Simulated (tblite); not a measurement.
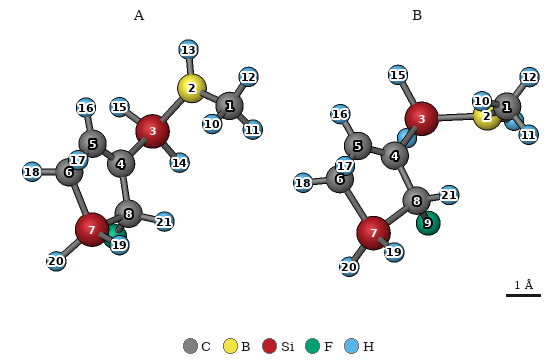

Two geometries of C₅H₁₂BFSi₂, drawn at one scale. One is the start of a relaxation, the other its converged end. A ball-and-stick model, seen from a free direction.

Computed with GFN2-xTB geometry optimisation, gas phase (tblite). 

Which geometry has the lower energy?

Structure B is the relaxed one. H13 moves most after the best rigid fit: 2.76 Å. Largest moves by element: H 2.76 Å, F 1.15 Å, B 1.05 Å, C 0.57 Å, Si 0.46 Å. Some distances before and after: Si7–C8 1.850 → 1.925 Å, C6–Si7 1.846 → 1.906 Å, Si3–C4 1.851 → 1.897 Å, B2–Si3 1.927 → 1.964 Å. Bond angles that change, for instance: B2–Si3–H14 109.6° → 117.1°, B2–C1–H10 108.9° → 115.4°, F9–C8–H21 110.5° → 104.2°. Groups turn about B2–Si3 by about 105°, Si3–C4 by about 70°, C1–B2 by about 60°. Over 224 geometry steps the energy falls by 0.439 eV.
